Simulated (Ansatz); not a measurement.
**Geometry relaxation, with input and output: Si2NH9 (part 3 of 3)**

Continued. System: Si2NH9, SMILES [H][H].[SiH3]N[SiH3]. Method: RKS PBE0-D4/def2-TZVP (Ansatz 0.2.0). 

Geometry of the input (Å):
```
H  -0.2140  0.2107  -4.3994
H  -0.4036  0.3432  -3.6659
Si 1.2188  -0.0049  1.8908
N  -0.2760  0.4225  1.0784
Si -0.9718  -0.2633  -0.3772
H  2.0421  -0.7965  0.9153
H  1.0134  -0.8368  3.1339
H  1.9656  1.2359  2.3079
H  -0.8749  1.0873  1.5804
H  0.1206  -1.0162  -1.0810
H  -1.5029  0.8291  -1.2703
H  -2.1172  -1.2110  -0.1129
```

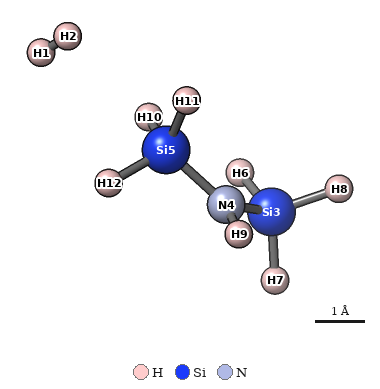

**Figure 1.** The geometry at step 42 of the log (ball-and-stick view, seen at a tilt; atoms are numbered from 1 in the order of the input).

Trajectory as extended XYZ, continued
```
12
Properties=species:S:1:pos:R:3:forces:R:3 step=31 energy=-17384.77831
H    -0.6037   -0.2018   -4.3321   -0.0071   0.1245   0.1125
H    -0.6295    0.3641   -3.8388    0.0044  -0.1262  -0.1109
Si    1.1864   -0.0170    1.9610   -0.0009   0.0013  -0.0069
N    -0.3297    0.2416    1.1780   -0.0212  -0.0059  -0.0358
Si   -0.7832   -0.1118   -0.4511   -0.0064   0.0179   0.0450
H     2.0473   -0.7736    1.0188   -0.0012   0.0008   0.0019
H     1.0181   -0.7936    3.2199   -0.0012   0.0023   0.0004
H     1.8624    1.2610    2.3198   -0.0017  -0.0021   0.0022
H    -1.0371    0.6979    1.7389    0.0134  -0.0129  -0.0162
H     0.3449   -0.8448   -1.0757   -0.0018   0.0016   0.0015
H    -1.0595    1.1239   -1.2379    0.0060  -0.0113   0.0072
H    -2.0165   -0.9458   -0.5009    0.0178   0.0101  -0.0008
12
Properties=species:S:1:pos:R:3:forces:R:3 step=32 energy=-17384.77879
H    -0.6315   -0.2262   -4.3082   -0.0043   0.1197   0.0996
H    -0.6456    0.3604   -3.8398    0.0014  -0.1217  -0.0979
Si    1.1840   -0.0190    1.9642   -0.0017   0.0020   0.0006
N    -0.3297    0.2368    1.1758   -0.0142  -0.0048  -0.0297
Si   -0.7708   -0.1014   -0.4594   -0.0024   0.0058   0.0339
H     2.0510   -0.7717    1.0244   -0.0011   0.0028   0.0027
H     1.0115   -0.7976    3.2212   -0.0015  -0.0006  -0.0010
H     1.8549    1.2598    2.3300    0.0008  -0.0016  -0.0017
H    -1.0423    0.6846    1.7364    0.0082  -0.0087  -0.0102
H     0.3609   -0.8311   -1.0811    0.0018   0.0032  -0.0003
H    -1.0391    1.1405   -1.2386    0.0029  -0.0080   0.0057
H    -2.0033   -0.9350   -0.5250    0.0102   0.0119  -0.0016
12
Properties=species:S:1:pos:R:3:forces:R:3 step=34 energy=-17384.78047
H    -0.7647   -0.3355   -4.1908    0.0055   0.2229   0.1315
H    -0.7434    0.3213   -3.8213   -0.0095  -0.2253  -0.1286
Si    1.1703   -0.0293    1.9824   -0.0047   0.0020   0.0017
N    -0.3277    0.2155    1.1606   -0.0214  -0.0006  -0.0375
Si   -0.7044   -0.0504   -0.5048   -0.0057  -0.0038   0.0500
H     2.0703   -0.7593    1.0553   -0.0037   0.0065   0.0065
H     0.9729   -0.8248    3.2252   -0.0016  -0.0001  -0.0058
H     1.8186    1.2515    2.3819   -0.0002  -0.0054  -0.0055
H    -1.0674    0.6238    1.7170    0.0191  -0.0153  -0.0230
H     0.4493   -0.7585   -1.1112    0.0013   0.0074   0.0022
H    -0.9382    1.2229   -1.2439    0.0018  -0.0114   0.0081
H    -1.9354   -0.8770   -0.6504    0.0191   0.0232   0.0003
12
Properties=species:S:1:pos:R:3:forces:R:3 step=35 energy=-17384.78145
H    -0.7874   -0.3545   -4.1594    0.0055   0.1725   0.0920
H    -0.7596    0.3176   -3.8230   -0.0097  -0.1754  -0.0889
Si    1.1672   -0.0312    1.9856   -0.0008   0.0023  -0.0089
N    -0.3270    0.2121    1.1566   -0.0191  -0.0043  -0.0318
Si   -0.6924   -0.0439   -0.5127   -0.0096   0.0183   0.0470
H     2.0735   -0.7564    1.0610   -0.0028   0.0011   0.0045
H     0.9649   -0.8310    3.2247   -0.0008   0.0040  -0.0028
H     1.8127    1.2499    2.3886   -0.0036  -0.0051   0.0024
H    -1.0714    0.6147    1.7109    0.0172  -0.0146  -0.0225
H     0.4668   -0.7453   -1.1165   -0.0041   0.0001   0.0029
H    -0.9227    1.2341   -1.2447    0.0054  -0.0082   0.0061
H    -1.9245   -0.8660   -0.6712    0.0223   0.0094   0.0000
12
Properties=species:S:1:pos:R:3:forces:R:3 step=37 energy=-17384.78404
H    -0.9612   -0.4922   -3.9463    0.0214   0.3330   0.0909
H    -0.9128    0.2399   -3.7614   -0.0234  -0.3327  -0.0897
Si    1.1433   -0.0483    2.0026    0.0008  -0.0003  -0.0102
N    -0.3199    0.1889    1.1180   -0.0316   0.0085  -0.0189
Si   -0.5942    0.0295   -0.5809   -0.0277   0.0085   0.0339
H     2.0987   -0.7401    1.1014   -0.0062   0.0036   0.0092
H     0.8973   -0.8774    3.2145    0.0016   0.0090  -0.0089
H     1.7562    1.2314    2.4598   -0.0083  -0.0121   0.0001
H    -1.1013    0.5406    1.6569    0.0389  -0.0224  -0.0387
H     0.5985   -0.6343   -1.1624   -0.0084   0.0017   0.0102
H    -0.7904    1.3459   -1.2535    0.0059  -0.0144   0.0097
H    -1.8141   -0.7837   -0.8488    0.0371   0.0176   0.0124
12
Properties=species:S:1:pos:R:3:forces:R:3 step=38 energy=-17384.78554
H    -0.9389   -0.4732   -3.9562    0.0064   0.1146   0.0308
H    -0.8912    0.2569   -3.7911   -0.0092  -0.1169  -0.0284
Si    1.1468   -0.0459    1.9995   -0.0056   0.0017  -0.0013
N    -0.3207    0.1924    1.1227   -0.0123   0.0018  -0.0179
Si   -0.6081    0.0191   -0.5719   -0.0085   0.0039   0.0322
H     2.0960   -0.7424    1.0959   -0.0032   0.0036   0.0047
H     0.9064   -0.8702    3.2155   -0.0003   0.0015  -0.0050
H     1.7627    1.2336    2.4516   -0.0016  -0.0049  -0.0027
H    -1.0971    0.5498    1.6638    0.0185  -0.0119  -0.0195
H     0.5798   -0.6519   -1.1544   -0.0020   0.0030   0.0012
H    -0.8078    1.3298   -1.2534    0.0017  -0.0102   0.0054
H    -1.8279   -0.7978   -0.8220    0.0161   0.0137   0.0005
12
Properties=species:S:1:pos:R:3:forces:R:3 step=39 energy=-17384.78608
H    -0.9559   -0.4881   -3.9287    0.0032   0.0617   0.0162
H    -0.9073    0.2456   -3.7889   -0.0054  -0.0634  -0.0143
Si    1.1440   -0.0482    2.0011   -0.0021   0.0021  -0.0042
N    -0.3197    0.1903    1.1183   -0.0023  -0.0023  -0.0157
Si   -0.5978    0.0281   -0.5785   -0.0047   0.0026   0.0246
H     2.0986   -0.7397    1.0999   -0.0011   0.0005   0.0018
H     0.8993   -0.8770    3.2129   -0.0014   0.0016  -0.0021
H     1.7563    1.2308    2.4591   -0.0016  -0.0024   0.0011
H    -1.0999    0.5413    1.6573    0.0058  -0.0054  -0.0093
H     0.5932   -0.6386   -1.1592    0.0003   0.0020   0.0000
H    -0.7950    1.3424   -1.2527    0.0027  -0.0019   0.0013
H    -1.8157   -0.7868   -0.8403    0.0066   0.0049   0.0006
12
Properties=species:S:1:pos:R:3:forces:R:3 step=41 energy=-17384.78672
H    -1.0121   -0.5340   -3.8427    0.0026   0.0410   0.0052
H    -0.9589    0.2099   -3.7880   -0.0023  -0.0406  -0.0062
Si    1.1358   -0.0546    2.0065    0.0054  -0.0005  -0.0072
N    -0.3152    0.1850    1.1039    0.0054  -0.0018  -0.0007
Si   -0.5647    0.0560   -0.5991   -0.0070   0.0042  -0.0008
H     2.1088   -0.7299    1.1128    0.0005  -0.0030  -0.0009
H     0.8750   -0.8994    3.2037    0.0006   0.0045   0.0011
H     1.7355    1.2219    2.4874   -0.0041  -0.0017   0.0063
H    -1.1085    0.5145    1.6367   -0.0043   0.0010   0.0004
H     0.6361   -0.5979   -1.1744   -0.0008   0.0000   0.0012
H    -0.7537    1.3816   -1.2527    0.0049   0.0037  -0.0005
H    -1.7780   -0.7530   -0.8939   -0.0009  -0.0069   0.0020
12
Properties=species:S:1:pos:R:3:forces:R:3 step=42 energy=-17384.78681
H    -1.0121   -0.5337   -3.8377    0.0014   0.0256   0.0025
H    -0.9549    0.2108   -3.8045   -0.0013  -0.0260  -0.0026
Si    1.1368   -0.0546    2.0064    0.0012   0.0000  -0.0001
N    -0.3149    0.1855    1.1050    0.0030  -0.0016   0.0002
Si   -0.5668    0.0561   -0.5975   -0.0007   0.0022  -0.0037
H     2.1095   -0.7293    1.1119    0.0002  -0.0005  -0.0005
H     0.8767   -0.8995    3.2036    0.0001   0.0002   0.0000
H     1.7353    1.2214    2.4898   -0.0008   0.0003   0.0013
H    -1.1079    0.5144    1.6387   -0.0024   0.0010   0.0012
H     0.6331   -0.5986   -1.1738    0.0003  -0.0004   0.0006
H    -0.7547    1.3816   -1.2516    0.0008   0.0015   0.0006
H    -1.7800   -0.7540   -0.8902   -0.0018  -0.0023   0.0006
12
Properties=species:S:1:pos:R:3:forces:R:3 step=43 energy=-17384.78685
H    -1.0160   -0.5374   -3.8298    0.0012   0.0217   0.0012
H    -0.9511    0.2069   -3.8158   -0.0012  -0.0222  -0.0010
Si    1.1371   -0.0551    2.0065   -0.0005  -0.0003   0.0005
N    -0.3147    0.1855    1.1054    0.0001  -0.0005   0.0015
Si   -0.5670    0.0586   -0.5974    0.0002  -0.0002  -0.0017
H     2.1105   -0.7274    1.1109    0.0001   0.0006  -0.0001
H     0.8775   -0.9025    3.2021    0.0002  -0.0003  -0.0003
H     1.7339    1.2205    2.4929    0.0001   0.0001   0.0001
H    -1.1080    0.5129    1.6396    0.0002   0.0003   0.0001
H     0.6326   -0.5959   -1.1745    0.0000   0.0004  -0.0001
H    -0.7544    1.3853   -1.2493   -0.0002  -0.0002  -0.0001
H    -1.7804   -0.7513   -0.8905   -0.0002   0.0007  -0.0001
12
Properties=species:S:1:pos:R:3:forces:R:3 step=45 energy=-17384.78689
H    -1.0293   -0.5461   -3.8119    0.0018   0.0204  -0.0005
H    -0.9388    0.1955   -3.8288   -0.0018  -0.0207   0.0006
Si    1.1368   -0.0565    2.0061   -0.0004  -0.0006  -0.0002
N    -0.3148    0.1852    1.1052   -0.0014   0.0012  -0.0003
Si   -0.5664    0.0649   -0.5982    0.0008  -0.0013   0.0022
H     2.1124   -0.7221    1.1078    0.0000   0.0009   0.0001
H     0.8786   -0.9107    3.1972    0.0003   0.0000  -0.0002
H     1.7303    1.2181    2.4994   -0.0002  -0.0007  -0.0002
H    -1.1087    0.5100    1.6403    0.0010  -0.0003  -0.0007
H     0.6333   -0.5880   -1.1771    0.0000   0.0005  -0.0003
H    -0.7534    1.3938   -1.2456   -0.0002  -0.0006  -0.0001
H    -1.7799   -0.7440   -0.8944    0.0003   0.0012  -0.0003
12
Properties=species:S:1:pos:R:3:forces:R:3 step=46 energy=-17384.78691
H    -1.0384   -0.5488   -3.8056    0.0020   0.0184  -0.0008
H    -0.9310    0.1902   -3.8317   -0.0021  -0.0186   0.0008
Si    1.1366   -0.0571    2.0059    0.0003   0.0006   0.0003
N    -0.3149    0.1854    1.1050   -0.0004   0.0005  -0.0011
Si   -0.5659    0.0670   -0.5987    0.0002   0.0010   0.0016
H     2.1134   -0.7190    1.1062   -0.0004   0.0001   0.0003
H     0.8790   -0.9144    3.1949    0.0003  -0.0006  -0.0007
H     1.7284    1.2169    2.5027   -0.0005  -0.0003  -0.0001
H    -1.1091    0.5092    1.6403    0.0003  -0.0001  -0.0005
H     0.6341   -0.5848   -1.1780   -0.0003  -0.0005   0.0001
H    -0.7528    1.3966   -1.2448    0.0001  -0.0001   0.0001
H    -1.7794   -0.7412   -0.8962    0.0004  -0.0005   0.0000
12
Properties=species:S:1:pos:R:3:forces:R:3 step=48 energy=-17384.78693
H    -1.0580   -0.5494   -3.8012    0.0033   0.0190  -0.0010
H    -0.9155    0.1833   -3.8361   -0.0034  -0.0190   0.0010
Si    1.1364   -0.0571    2.0062    0.0001   0.0006   0.0006
N    -0.3146    0.1867    1.1049    0.0011  -0.0004   0.0000
Si   -0.5647    0.0687   -0.5989   -0.0011   0.0015   0.0000
H     2.1151   -0.7133    1.1045   -0.0003  -0.0001   0.0003
H     0.8798   -0.9201    3.1913    0.0004  -0.0005  -0.0006
H     1.7251    1.2160    2.5089   -0.0004   0.0000   0.0002
H    -1.1092    0.5095    1.6400   -0.0002   0.0004  -0.0003
H     0.6355   -0.5830   -1.1779   -0.0004  -0.0004   0.0001
H    -0.7516    1.3984   -1.2447    0.0005   0.0001  -0.0001
H    -1.7781   -0.7394   -0.8972    0.0004  -0.0011  -0.0001
12
Properties=species:S:1:pos:R:3:forces:R:3 step=49 energy=-17384.78694
H    -1.0656   -0.5479   -3.8017    0.0023   0.0120  -0.0005
H    -0.9102    0.1820   -3.8367   -0.0024  -0.0120   0.0006
Si    1.1363   -0.0569    2.0066    0.0002   0.0001   0.0003
N    -0.3143    0.1873    1.1048    0.0006  -0.0002   0.0003
Si   -0.5643    0.0684   -0.5989   -0.0001   0.0001  -0.0010
H     2.1159   -0.7113    1.1045   -0.0002   0.0001   0.0001
H     0.8800   -0.9216    3.1905    0.0001  -0.0003  -0.0004
H     1.7239    1.2160    2.5112   -0.0005   0.0000   0.0002
H    -1.1090    0.5104    1.6397    0.0000   0.0005  -0.0002
H     0.6359   -0.5837   -1.1775   -0.0001  -0.0003   0.0002
H    -0.7510    1.3977   -1.2455   -0.0003   0.0001   0.0002
H    -1.7775   -0.7402   -0.8970    0.0002   0.0000   0.0002
12
Properties=species:S:1:pos:R:3:forces:R:3 step=50 energy=-17384.78695
H    -1.0755   -0.5464   -3.8014    0.0016   0.0073  -0.0002
H    -0.9043    0.1797   -3.8373   -0.0017  -0.0074   0.0003
Si    1.1363   -0.0566    2.0071   -0.0010  -0.0003   0.0000
N    -0.3137    0.1881    1.1044    0.0012   0.0000   0.0005
Si   -0.5632    0.0681   -0.5993   -0.0023  -0.0003   0.0004
H     2.1171   -0.7083    1.1044    0.0003   0.0004   0.0001
H     0.8800   -0.9244    3.1888    0.0004   0.0000   0.0000
H     1.7216    1.2159    2.5150    0.0000  -0.0003   0.0002
H    -1.1085    0.5120    1.6387    0.0001   0.0004  -0.0003
H     0.6370   -0.5846   -1.1771   -0.0002   0.0007  -0.0003
H    -0.7502    1.3971   -1.2464    0.0012   0.0001  -0.0005
H    -1.7765   -0.7405   -0.8970    0.0004  -0.0005  -0.0003
12
Properties=species:S:1:pos:R:3:forces:R:3 step=52 energy=-17384.78695
H    -1.0883   -0.5460   -3.7985    0.0024   0.0087  -0.0003
H    -0.8969    0.1749   -3.8393   -0.0024  -0.0088   0.0003
Si    1.1360   -0.0567    2.0077   -0.0001  -0.0006   0.0000
N    -0.3131    0.1897    1.1039    0.0005   0.0005   0.0000
Si   -0.5620    0.0687   -0.5998   -0.0004  -0.0006   0.0000
H     2.1190   -0.7033    1.1038    0.0000   0.0004  -0.0001
H     0.8801   -0.9296    3.1858    0.0000   0.0001  -0.0001
H     1.7184    1.2149    2.5213   -0.0003  -0.0003   0.0001
H    -1.1078    0.5145    1.6376    0.0000   0.0002   0.0000
H     0.6383   -0.5843   -1.1771    0.0002   0.0004   0.0000
H    -0.7486    1.3974   -1.2477    0.0003   0.0000   0.0001
H    -1.7750   -0.7402   -0.8978   -0.0002   0.0000   0.0001
12
Properties=species:S:1:pos:R:3:forces:R:3 step=53 energy=-17384.78696
H    -1.0885   -0.5468   -3.7976    0.0000  -0.0002   0.0001
H    -0.8971    0.1737   -3.8401    0.0000   0.0000  -0.0001
Si    1.1359   -0.0569    2.0078    0.0000  -0.0001  -0.0001
N    -0.3129    0.1905    1.1038    0.0000   0.0001   0.0001
Si   -0.5620    0.0691   -0.5998    0.0002  -0.0001   0.0000
H     2.1193   -0.7019    1.1031    0.0002   0.0001  -0.0001
H     0.8801   -0.9314    3.1846   -0.0001  -0.0003   0.0000
H     1.7177    1.2142    2.5232   -0.0001   0.0001   0.0002
H    -1.1075    0.5158    1.6375    0.0000   0.0002  -0.0002
H     0.6384   -0.5839   -1.1770   -0.0001   0.0000   0.0000
H    -0.7485    1.3977   -1.2479   -0.0002   0.0001   0.0000
H    -1.7749   -0.7399   -0.8976    0.0000   0.0001   0.0000
```
